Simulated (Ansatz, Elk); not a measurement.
## How far do independent atoms describe MoS?

The structure of MoS used here is made up (a known structure type with other elements) and was relaxed beforehand with PBE. The aim is the Fourier transform of its all-electron density, F(hkl), set beside the sum over free spherical atoms that refinements use.

Calculated with Elk 11.2.3 (patched build); DFT, PBE, all-electron APW+lo, Dirac cores, scalar-relativistic bands, static density, no spin.

The structure was built from a prototype and need not be the compound's stable phase.

## Step 1: The starting structure

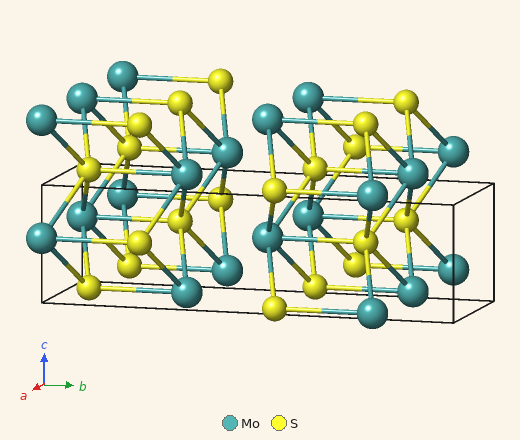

The cell as given, slightly off an axis (molybdenum teal, sulfur yellow). 2×1×2 cells are drawn. This picture shows the conventional cell, with its axes. Some periodic images of atoms are drawn too.

Coordinates:

```cif
data_structure
_symmetry_space_group_name_H-M 'Cmcm'
_symmetry_Int_Tables_number 63
_cell_length_a 3.6211
_cell_length_b 11.0893
_cell_length_c 3.0836
_cell_angle_alpha 90.000
_cell_angle_beta 90.000
_cell_angle_gamma 90.000
_cell_volume 123.83
loop_
_atom_site_label
_atom_site_type_symbol
_atom_site_symmetry_multiplicity
_atom_site_Wyckoff_symbol
_atom_site_fract_x
_atom_site_fract_y
_atom_site_fract_z
_atom_site_occupancy
Mo1 Mo 4 c 0.50000 0.40164 0.25000 1
S1 S 4 c 0.50000 0.16417 0.25000 1
```

## Step 2: Ground state and structure factors

An all-electron density is needed, since X-rays see the cores too. Task 0 finds the density and task 195 Fourier-transforms it; tshift is off so that phases refer to the origin typed.

Input file elk.in:

```
tasks
  0
  195

xctype
  20

spinpol
  .false.

rgkmax
  7.0

gmaxvr
  14.0

lmaxo
  7

lmaxapw
  8

swidth
  0.002

tshift
  .false.

ramdisk
  .false.

hmaxvr
  5.5

maxscl
  120

epspot
  1e-06

sppath
  './'

avec
  3.42146452284 -10.47790884669 0.00000000000
  3.42146452284 10.47790884669 0.00000000000
  0.00000000000 0.00000000000 5.82723628277

atoms
  2
  'Mo.in'
  2
  0.0983562421 0.9016437579 0.7500000000   0.000000 0.000000 0.000000
  0.9016437579 0.0983562421 0.2500000000   0.000000 0.000000 0.000000
  'S.in'
  2
  0.3358341912 0.6641658088 0.7500000000   0.000000 0.000000 0.000000
  0.6641658088 0.3358341912 0.2500000000   0.000000 0.000000 0.000000

ngridk
  7 7 7
```

On the command line:

```bash
> OMP_NUM_THREADS=4 elk
```

Numbers of over 12 decimals in the logs are rounded to 6 here.

Log:

```text
┌─────────────────────────┐
│ Elk code version 11.2.3 │
└─────────────────────────┘

All units are atomic (Hartree, Bohr, etc.)

┌─────────────────────────────────────────────────┐
│ Ground-state run starting from atomic densities │
└─────────────────────────────────────────────────┘

Lattice vectors :
   3.421464523      -10.47790885       0.000000000
   3.421464523       10.47790885       0.000000000
   0.000000000       0.000000000       5.827236283

Reciprocal lattice vectors :
  0.9182011483     -0.2998301187       0.000000000
  0.9182011483      0.2998301187      -0.000000000
  -0.000000000       0.000000000       1.078244472

Unit cell volume      :    417.8104336
Brillouin zone volume :   0.5936908069

Muffin-tin inner radius fraction :   0.1000000000E-01

Nuclei treated as point charges

Species : 1 (Mo)
 parameters loaded from : Mo.in
 name : molybdenum
 nuclear charge    :   -42.00000000
 electronic charge :    42.00000000
 atomic mass :    174887.9214
 muffin-tin radius :    2.473364327
 number of radial points in muffin-tin :   1193
 inner part over the whole radius :   0.9908792547E-02
 number on inner part of muffin-tin    :    847
 approximate nuclear radius :   0.8334154960E-04
 number of mesh points to nuclear radius :    421
 atomic positions (lattice), magnetic fields (Cartesian) :
  1 :   0.09835624 -0.09835624 -0.25000000    0.00000000  0.00000000  0.00000000
  2 :  -0.09835624  0.09835624  0.25000000    0.00000000  0.00000000  0.00000000

Species : 2 (S)
 parameters loaded from : S.in
 name : sulphur
 nuclear charge    :   -16.00000000
 electronic charge :    16.00000000
 atomic mass :    58450.91931
 muffin-tin radius :    2.177432248
 number of radial points in muffin-tin :    793
 inner part over the whole radius :   0.9921379108E-02
 number on inner part of muffin-tin    :    554
 approximate nuclear radius :   0.6195814986E-04
 number of mesh points to nuclear radius :    251
 atomic positions (lattice), magnetic fields (Cartesian) :
  1 :   0.33583419 -0.33583419 -0.25000000    0.00000000  0.00000000  0.00000000
  2 :  -0.33583419  0.33583419  0.25000000    0.00000000  0.00000000  0.00000000

Total number of atoms per unit cell :    4
Total muffin-tin volume :    213.2475337
 ratio of muffin-tin to unit cell volume :   0.5103930313

Spin treatment :
 spin-unpolarised

Number of Bravais lattice symmetries :    8
Number of crystal symmetries         :    8
Crystal has inversion symmetry
Real symmetric eigensolver will be used

k-point grid :      7     7     7
k-point offset :    0.000000000       0.000000000       0.000000000
k-point set is reduced with full crystal symmetry group
Total number of k-points :       64

Muffin-tin radius times maximum |G+k| :    7.000000000
 using average radius
Maximum |G+k| for APW functions       :    3.010237015
Maximum (1/2)|G+k|²                   :    4.530763444
Maximum |G| for potential and density :    14.00000000
Constant for pseudocharge density :    9
 order of it for each species :   16  16
 order of it for pair densities of each species (exact exchange by exxq0 0: 17) :   11   8
Radial integration step length :    1

G-vector grid sizes :     50    50    27
Number of G-vectors :    19313

Maximum angular momentum used for
 APW functions            :    8
 outer part of muffin-tin :    7
 inner part of muffin-tin :    2

Total nuclear charge    :   -116.0000000
Total core charge       :    76.00000000
Total valence charge    :    40.00000000
Total excess charge     :    0.000000000
Total electronic charge :    116.0000000

Effective Wigner radius, rₛ :   0.9509205382

Number of empty states         :     16
Total number of valence states :     37
Total number of core states    :     76

Third-order local-orbitals added for an l without core states : T
Total number of local-orbitals :     46

Exchange-correlation functional :     20     0     0
 Perdew-Burke-Ernzerhof, Phys. Rev. Lett. 77, 3865 (1996)
 gradient requirement :    1
[...]
Madelung                    :     -10755.446389952
 xc potential                :     -386.66078461903
 exchange                    :     -293.06827663964
 correlation                 :     -5.703839
 electron entropic           :    -0.71109544760647E-03
 total energy                :     -8899.0352434289

Density of states at Fermi energy :    53.19627737
 (states/Hartree/unit cell)

Estimated indirect band gap :   0.1117902646E-02
 from k-point 42 to k-point 46
Estimated direct band gap   :   0.7018907514E-02
 at k-point 42

Charges :
 core                        :    76.00000000
 valence                     :    40.00000000
 interstitial                :    6.811073782
 muffin-tins (core leakage)
  species : 1 (Mo)
   atom 1                    :    39.79288014     (  0.5718805660E-06)
   atom 2                    :    39.79288014     (  0.5718805660E-06)
  species : 2 (S)
[...]
total in muffin-tins        :    109.1889262
 total calculated charge     :    115.9993205
 total charge                :    116.0000000
 error                       :   0.6795032279E-03

RMS change in Kohn-Sham potential (target) :   0.3355742947     (  0.1000000000E-05)
Absolute change in total energy (target)   :   0.2753536917     (  0.1000000000E-03)

[... loops 3 to 14 left out ...]

┌──────────────────┐
│ Loop number : 15 │
└──────────────────┘

Energies :
 Fermi                       :     0.396720
 sum of occupied eigenvalues :     -5254.4799179369
 electron kinetic            :      9198.6679783817
 core electron kinetic       :      8979.5163930825
 Coulomb                     :     -17797.040377650
 Coulomb potential           :     -14063.651767728
 nuclear-nuclear             :     -1119.2770728984
 electron-nuclear            :     -19320.989759044
 Hartree                     :      2643.2264542924
 Madelung                    :     -10765.214493787
 xc potential                :     -389.49612859103
 exchange                    :     -293.50519550102
 correlation                 :     -5.705504
 electron entropic           :    -0.74698375519903E-03
 total energy                :     -8897.5838460973

Density of states at Fermi energy :    58.85234535
 (states/Hartree/unit cell)

Estimated indirect band gap :   0.7512233380E-03
 from k-point 55 to k-point 10
Estimated direct band gap   :   0.6396207369E-02
 at k-point 10

Charges :
 core                        :    76.00000000
 valence                     :    40.00000000
 interstitial                :    6.445120198
 muffin-tins (core leakage)
  species : 1 (Mo)
[...]
species : 2 (S)
[...]
total in muffin-tins        :    109.5548798
 total calculated charge     :    115.9992534
 total charge                :    116.0000000
 error                       :   0.7465724479E-03

RMS change in Kohn-Sham potential (target) :   0.2881136306E-06 (  0.1000000000E-05)
Absolute change in total energy (target)   :   0.6626645882E-04 (  0.1000000000E-03)

Convergence targets achieved

┌──────────────────┐
│ Loop number : 16 │
└──────────────────┘

Energies :
 Fermi                       :     0.396720
 sum of occupied eigenvalues :     -5254.4799158246
 electron kinetic            :      9198.6679805846
 core electron kinetic       :      8979.5163881068
 Coulomb                     :     -17797.040379221
 Coulomb potential           :     -14063.651757044
 nuclear-nuclear             :     -1119.2770728984
 electron-nuclear            :     -19320.989772607
 Hartree                     :      2643.2264662846
 Madelung                    :     -10765.214500699
 xc potential                :     -389.49613936554
 exchange                    :     -293.50519567177
 correlation                 :     -5.705504
 electron entropic           :    -0.74698387210206E-03
 total energy                :     -8897.5838456308

Density of states at Fermi energy :    58.85234792
 (states/Hartree/unit cell)

Estimated indirect band gap :   0.7512303466E-03
 from k-point 55 to k-point 10
Estimated direct band gap   :   0.6396190310E-02
 at k-point 10

Charges :
 core                        :    76.00000000
 valence                     :    40.00000000
 interstitial                :    6.445119754
 muffin-tins (core leakage)
  species : 1 (Mo)
[...]
atom 2                    :    40.19817136     (  0.5234055678E-06)
  species : 2 (S)
   atom 1                    :    14.57926877     (  0.8185680893E-04)
   atom 2                    :    14.57926877     (  0.8185680893E-04)
 total in muffin-tins        :    109.5548802
 total calculated charge     :    115.9992534
 total charge                :    116.0000000
 error                       :   0.7465726663E-03

┌──────────────────────────────┐
│ Self-consistent loop stopped │
└──────────────────────────────┘

Wrote STATE.OUT
```

It took 32 s on 4 threads of Arm Neoverse V1, shared host; peak memory 0.18 GiB; 1.7 min of CPU time.

SFACRHO.OUT:

```text

h k l indices transformed by vhmat matrix:
   1.000000000       0.000000000       0.000000000    
   0.000000000       1.000000000       0.000000000    
   0.000000000       0.000000000       1.000000000    

      h      k      l  multipl.   |H|            Re(F)            Im(F)           |F|

      0      0      0      1   0.0000000       116.00000      0.16485938E-15   116.00000    
     -1      1      0      2  0.59966024       12.096455     -0.11596569E-13   12.096455    
     -1      0      0      4  0.96591482       45.698773      0.28991423E-14   45.698773    
      0      0     -1      2   1.0782445      0.25898408E-13 -0.11596569E-13  0.28376186E-13
      2     -2      0      2   1.1993205      -66.265741     -0.26092280E-13   66.265741    
     -1      1      1      2   1.2337761      -43.303974      0.14495711E-13   43.303974    
      1     -1      1      2   1.2337761       43.303974      0.11596569E-13   43.303974    
      2     -1      0      4   1.2853701       4.2104355      0.90598196E-16   4.2104355    
      1      0     -1      4   1.4476196      -55.590280      0.11596569E-13   55.590280    
      1      0      1      4   1.4476196       55.590280     -0.28991423E-14   55.590280    
      2     -2     -1      2   1.6127556      -54.990549     -0.17394854E-13   54.990549    
      2     -2      1      2   1.6127556       54.990549      0.17394854E-13   54.990549    
     -2      1      1      4   1.6777328      -59.184957     -0.14495711E-13   59.184957    
      1     -2      1      4   1.6777328       59.184957      0.31890565E-13   59.184957    
      2     -3      0      4   1.7579948      -67.812696     -0.39138421E-13   67.812696    
      3     -3      0      2   1.7989807      -30.653949     -0.23011942E-13   30.653949    
      1      1      0      2   1.8364023       77.617277     -0.28789802E-13   77.617277    
      2      0      0      4   1.9318296       10.310521     -0.14495711E-14   10.310521
```

Elk indexes on the primitive cell of elk.in and gives |H| = 4π sin θ/λ in inverse bohr. Below, one row stands for each form hkl of the conventional cell (m members, Friedel mates merged), F is for one primitive cell and the density is static (no thermal factor). Free-atom factors are Waasmaier and Kirfel's, and R is Σm||F|−|F'||/Σm|F|.

```csv
hkl,m,sin θ/λ (Å⁻¹),"abs F, DFT",neutral atoms,diff.
020,2,0.090,12.097,12.085,+0.012
110,4,0.145,45.699,45.843,-0.144
001,2,0.162,0.000,0.000,+0.000
040,2,0.180,66.266,66.557,-0.291
021,4,0.185,43.304,43.824,-0.520
130,4,0.193,4.210,3.820,+0.390
111,8,0.218,55.590,55.687,-0.096
041,4,0.242,54.990,55.345,-0.355
131,8,0.252,59.185,59.660,-0.475
150,4,0.264,67.813,68.254,-0.441
060,2,0.271,30.654,31.200,-0.546
200,2,0.276,77.617,77.805,-0.187
220,4,0.290,10.310,10.263,+0.048
151,8,0.310,13.136,13.157,-0.020
061,4,0.315,28.172,28.128,+0.044
201,4,0.320,0.000,0.000,+0.000
002,2,0.324,72.051,72.165,-0.114
240,4,0.330,51.967,52.138,-0.172
```

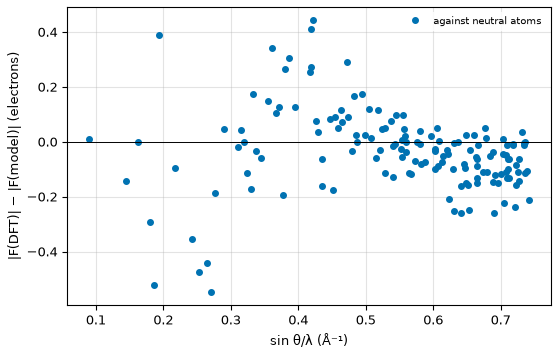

Difference between the calculated structure factors and the independent-atom ones.

## Step 3: The highest occupied states alone

An energy window below the Fermi level keeps the highest occupied states, to see at which angles they scatter; shallow core shells can lie inside it and anion s states outside. No new self-consistency is needed.

Edit elk.in of step 2 so:

```diff
@@ -1,3 +1,2 @@
 tasks
-  0
   195
@@ -40,2 +39,5 @@
 
+wsfac
+  0.029230 0.696720
+
 sppath
```

On the command line:

```bash
> OMP_NUM_THREADS=4 elk
```

Log:

```text
┌─────────────────────────────────┐
│ Elk code version 11.2.3 started │
└─────────────────────────────────┘

Info(readinput): the functional depends on the density's gradient
 muffin-tin radial points multiplied by    2.00000
 (not where nrmtscf is given)

┌────────────────────┐
│ Current task : 195 │
└────────────────────┘
Info(checkmt): changed muffin-tin radius of species 1 (Mo) from   2.6000 to   2.4734
Info(checkmt): changed muffin-tin radius of species 2 (S) from   2.2000 to   2.1774

Info(sfacrho): density structure factors written to SFACRHO.OUT

 Energy window :   0.2923000000E-01  0.6967200000

┌──────────────────┐
│ Elk code stopped │
└──────────────────┘
```

Wall time 6.9 s (4 threads); peak memory 0.18 GiB.

States within 10 eV below the Fermi level hold 20.00 electrons; any levels below the window count with the cores. Their amplitudes can exceed the total, where window and core parts have opposite phase:

```csv
hkl,sin θ/λ (Å⁻¹),"abs F, window","abs F, all"
020,0.090,0.178,12.097
110,0.145,2.053,45.699
001,0.162,0.000,0.000
040,0.180,3.842,66.266
021,0.185,0.504,43.304
130,0.193,1.780,4.210
111,0.218,2.683,55.590
041,0.242,1.643,54.990
131,0.252,1.020,59.185
150,0.264,1.212,67.813
```

[end of part 1 of 2]

[Logs are printed without paths, hosts, clocks, repeated set-up lines and the standing remarks that a program may print on its own settings, such as how far it seeks lower states.]

[Hosts, paths, dates, database ids (printed as entryN), source tags and the programs' standing remarks are cut or masked in the printed files.]
